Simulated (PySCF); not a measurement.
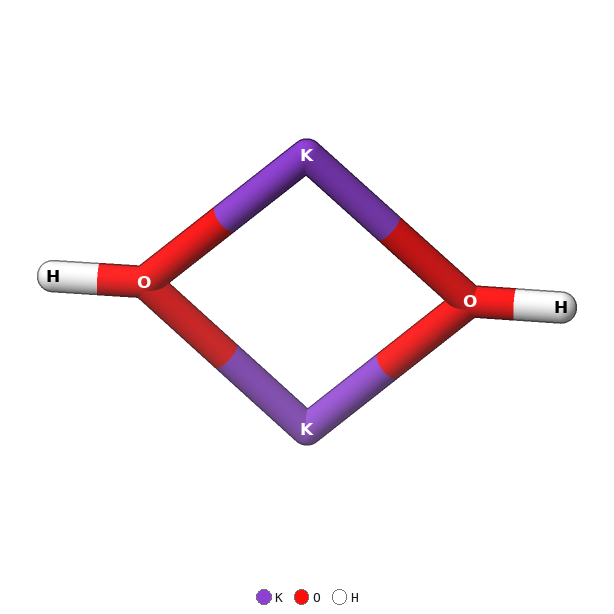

A stick model of a molecule. Every bond is drawn as one stick, whatever its order.

**Give the formula.**

H₂K₂O₂, 6 atoms: 2 hydrogen, 2 potassium and 2 oxygen.

**Give the symmetry (Schoenflies symbol).**

D2h.

**How many bonds of each kind are drawn?**

4 K–O, 2 O–H. Sticks follow a distance rule.

More results for the same structure follow; atom numbers are the same in all pictures, views and colours differ. The computed structure is the end point of a PBE0-D3(BJ)/def2-SVP optimisation. No frequency run is at hand to confirm it as a minimum.

## Geometry

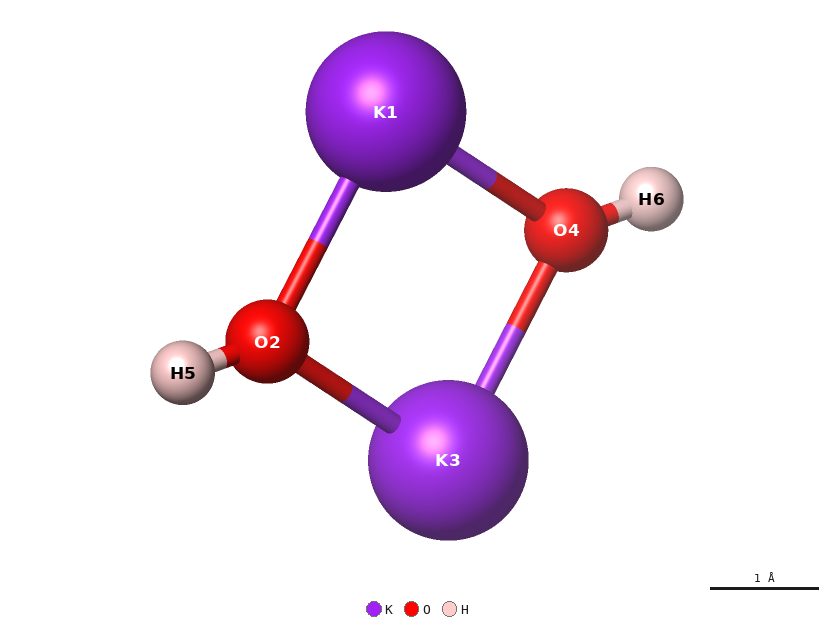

Atoms carry their numbers in the input. No frequency run is at hand to confirm it as a minimum.

**How are the neighbours of atom 1 arranged?**

K1 has 2 neighbours (O2 at 2.43, O4 at 2.43 Å); the arrangement is bent.

**What is the dihedral angle O2–K3–O4–K1?**

0° in size, that is syn (eclipsed).

## Spin–spin coupling

No frequency run is at hand to confirm it as a minimum. Level of theory: B3LYP/pcJ-1 (pcSseg-1 on K) indirect spin-spin coupling, non-relativistic, gas phase (PySCF 2.14.0). Isotopes: 1H, 17O.

Give the spin–spin coupling constants of these pairs, with the number of bonds between them: O2/H5, O4/H6, O2/O4.

| pair | bonds apart | J (Hz) |
| --- | --- | --- |
| O2, H5 | 1 | −70.6 |
| O4, H6 | 1 | −70.6 |
| O2, O4 | 2 | 1.0 |

## NMR shielding

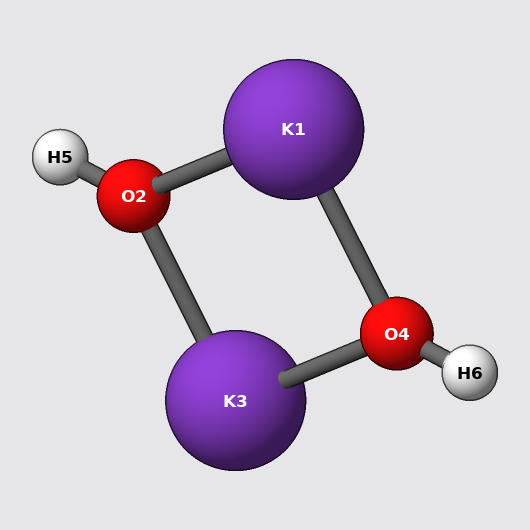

No frequency run is at hand to confirm it as a minimum. Method: GIAO PBE0/pcSseg-1 NMR shielding, non-relativistic, gas phase (PySCF 2.14.0). Principal shieldings σ11 ≤ σ22 ≤ σ33, span Ω = σ33 − σ11, skew κ = 3(σiso − σ22)/Ω.

Give the shielding tensors of the K atoms.

| atom | σ11 | σ22 | σ33 | σiso | Ω | κ |
| --- | --- | --- | --- | --- | --- | --- |
| K1, K3 | 1145.0 | 1236.6 | 1261.8 | 1214.5 | 116.8 | −0.57 |

Shieldings and span in ppm.

## Levels of theory compared

No frequency run is at hand to confirm it as a minimum. Program: PySCF 2.14.0.

At this fixed geometry, give HOMO energy (eV) at these levels: B3LYP/pcJ-1 (pcSseg-1 on K); PBE0/pcSseg-1; ωB97X-D/def2-SVPD; ωB97X-D/pcSseg-1.

| level | HOMO energy (eV) |
| --- | --- |
| B3LYP/pcJ-1 (pcSseg-1 on K) | −4.92 |
| PBE0/pcSseg-1 | −5.18 |
| ωB97X-D/def2-SVPD | −7.42 |
| ωB97X-D/pcSseg-1 | −7.11 |

## Core levels

No frequency run is at hand to confirm it as a minimum. Level of theory: delta-SCF UKS SCAN, pcX-2 on the ionised atom (unc-x2c-TZVPall on a metal), pcseg-1 elsewhere, spin-free X2C (PySCF 2.14.0).

Give the core-electron binding energies (to vacuum) of O2 1s.

```json
{"atom": "O2", "level": "1s", "binding energy (eV)": "534.1"}
```
